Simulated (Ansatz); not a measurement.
# AlBH (doublet): trial inputs and their diagnosis at distance B1–Al2 = 2.980 Å

3 inputs are run for AlBH (doublet) as typed; the log has to tell whether the result can be used and what must change.

Program: Ansatz 0.2.0, Gaussian basis. Level of theory: the settings change from run to run. These are calculated values, not measurements.

15 further runs of the same task are left out: 10 that didn't finish, 5 set aside as unsound or not needed.

**1. The geometry**

The geometry derives from a PBE0/def2-TZVP stationary point (not a proven minimum). One bond is set to the value named and the two fragments are kept rigid.

3 atoms, charge 0, spin multiplicity 2.

Atoms are counted from 1 here; the program's logs count them from 0.

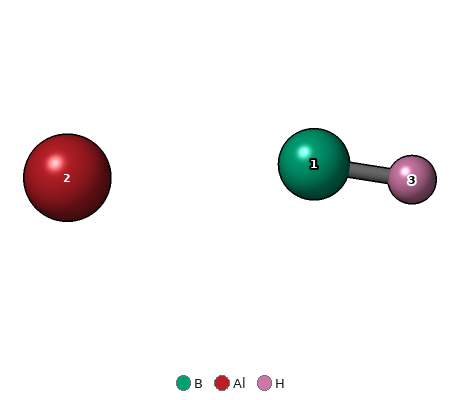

The structure; boron teal, aluminium red, hydrogen pink; atoms are numbered from 1 in the order of the file.

**2. Try 1**

The input, in.yaml:

```yaml
crystal:
  periodic: [false, false, false]
  atoms:
    - {symbol: B, position_ang: [0.000000, -0.099908, 0.600832]}
    - {symbol: Al, position_ang: [0.000000, -0.017500, -2.378029]}
    - {symbol: H, position_ang: [0.000000, 0.117407, 1.777197]}
basis:
  gaussian: {orbitals: STO-3G}
magnetization: {spin_polarized: false, initial_magnetization: 1}
hamiltonian: {pseudopotentials: {relativity: scalar}}
correlation: {method: qcisd_t, electrons: outside_noble_gas}
scf: {lower_state_search: full}
```

On the command line:

```sh
$ ansatz run in.yaml --threads 1 --pin off --events-out ev --progress --plain --max-ram 2393MiB
```

Log:

```text
Error: YAML parse error: error: line 11 column 23: unknown variant `qcisd_t`, expected one of mp2, rpa, ccsd, ccsd_t, bccd, bccd_t, ccsdt, ccsdt_q, ccsdt_q_b, ccsdtq, fci, sc_nevpt2, fic_nevpt4_sd, fic_mrcisd_q, fic_mrcisd_q_relaxed
  --> <input>:11:23
   |
 9 | magnetization: {spin_polarized: false, initial_magnetization: 1}
10 | hamiltonian: {pseudopotentials: {relativity: scalar}}
11 | correlation: {method: qcisd_t, electrons: outside_noble_gas}
   |                       ^ unknown variant `qcisd_t`, expected one of mp2, rpa, ccsd, ccsd_t, bccd, bccd_t, ccsdt, ccsdt_q, ccsdt_q_b, ccsdtq, fci, sc_nevpt2, fic_nevpt4_sd, fic_mrcisd_q, fic_mrcisd_q_relaxed
12 | scf: {lower_state_search: full}
   |
```

Wall time 0.03 s (1 thread of Arm Neoverse V2, shared host).

**Diagnosis.** The run was refused. The method's name isn't one that the program knows. Cure: name one from the list in the message.

**3. Try 2**

The input, in.yaml:

```yaml
crystal:
  periodic: [false, false, false]
  atoms:
    - {symbol: B, position_ang: [0.000000, -0.099908, 0.600832]}
    - {symbol: Al, position_ang: [0.000000, -0.017500, -2.378029]}
    - {symbol: H, position_ang: [0.000000, 0.117407, 1.777197]}
basis:
  gaussian: {orbitals: 6-31G}
magnetization: {spin_polarized: false, initial_magnetization: 1}
correlation: {active_space: {window: {electrons: 3, orbitals: 3}, states: [{multiplicity: 2, weights: [1, 1, 1, 1, 1, 1, 1, 1, 1, 1, 1, 1, 1, 1, 1, 1, 1, 1, 1, 1, 1, 1, 1, 1, 1, 1, 1, 1, 1, 1]}]}}
```

Same command.

Log:

```text
Functional definition: HF
  name "HF"
  cite "Fock, Z. Phys. 61, 126 (1930) doi:10.1007/BF01340294"
  parent pbe
  exchange = exact_x
  correlation = 0
490 factors; integrals over basis functions are off by at most 1.5e-7 eV
mean field evaluation 1: about -7264.4073 eV, gradient 6.9e0 eV
mean field evaluation 2: about -7264.4060 eV, gradient 6.9e0 eV
mean field evaluation 4: about -7264.8374 eV, gradient 7.6e-1 eV
mean field evaluation 8: about -7264.8466 eV, gradient 2.6e-1 eV
mean field evaluation 16: about -7264.8845 eV, gradient 1.0e-1 eV
mean field evaluation 32: about -7264.8954 eV, gradient 3.1e-4 eV
mean field evaluation 64: about -7257.8957 eV, gradient 4.9e0 eV
mean field evaluation 96: about -7264.8849 eV, gradient 2.1e-6 eV
mean field evaluation 128: about -7264.8913 eV, gradient 2.5e-1 eV
mean field evaluation 160: about -7262.8725 eV, gradient 9.8e0 eV
mean field evaluation 192: about -7264.8700 eV, gradient 1.9e-1 eV
mean field evaluation 224: about -7264.8774 eV, gradient 4.5e-1 eV
mean field -7264.89538989 eV, -266.9799812556 hartree, gradient 2.7e-6 eV, S^2 0.750000; 18 other end points of the search recorded, 0 dependent functions left out
reference -7264.89538989 eV, -266.9799812556 hartree; 10, 9 occupied and 14, 15 virtual orbitals, 490 factors
Error: 30 states are sought, and the space of determinants holds 8 states of this symmetry and spin
```

Wall time 0.6 s (1 thread of Arm Neoverse V2, shared host).

Diagnosis: The run stopped with an error. The list of states asked for (weights, spin or count) can't be met. Fix: mend what the message names.

**4. Try 3**

The input, in.yaml:

```yaml
crystal:
  periodic: [false, false, false]
  atoms:
    - {symbol: B, position_ang: [0.000000, -0.099908, 0.600832]}
    - {symbol: Al, position_ang: [0.000000, -0.017500, -2.378029]}
    - {symbol: H, position_ang: [0.000000, 0.117407, 1.777197]}
basis:
  gaussian: {orbitals: def2-SVP}
magnetization: {spin_polarized: false, initial_magnetization: 1}
correlation: {method: ccsd_t, frozen_orbitals: {B: 20}}
```

The command is unchanged.

Log:

```text
Functional definition: HF
  name "HF"
  cite "Fock, Z. Phys. 61, 126 (1930) doi:10.1007/BF01340294"
  parent pbe
  exchange = exact_x
  correlation = 0
Error: "frozen_orbitals" has no count for Al
```

It took 0.03 s on 1 thread of Arm Neoverse V2, shared host.

What is wrong: The run was refused. The frozen-orbital counts are incomplete or too large. Fix: leave frozen_orbitals out, or give each element a count that its core has.

**5. Summary**

```tsv
try	level	ended	cause	time
1	'qcisd_t'/STO-3G	refused	the method's name isn't one that the program knows	0.03 s
2	CASSCF(3,3)/6-31G	stopped by an error	the list of states asked for (weights, spin or count) can't be met	0.6 s
3	CCSD(T) on ROHF/def2-SVP	refused	the frozen-orbital counts are incomplete or too large	0.03 s
```

2 refused, 1 stopped by an error.
